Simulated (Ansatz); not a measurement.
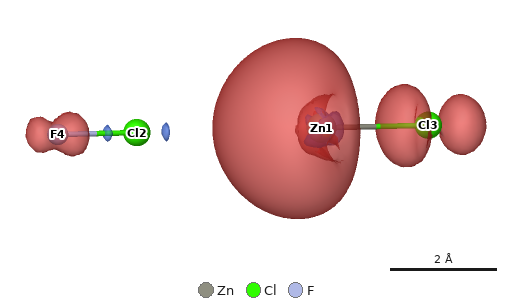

ClZn···ClF (doublet). Isosurfaces of the spin density (α minus β) at +0.015 (red) and −0.015 e/Å³ (blue), seen from one side.

Level of theory: UHF/def2-SVP (Ansatz).

Where is the unpaired spin?

The unpaired spin (1 electron) lies mostly on Zn1 (about 0.9) and Cl3 (about 0.1), in electrons by Hirshfeld's partition.
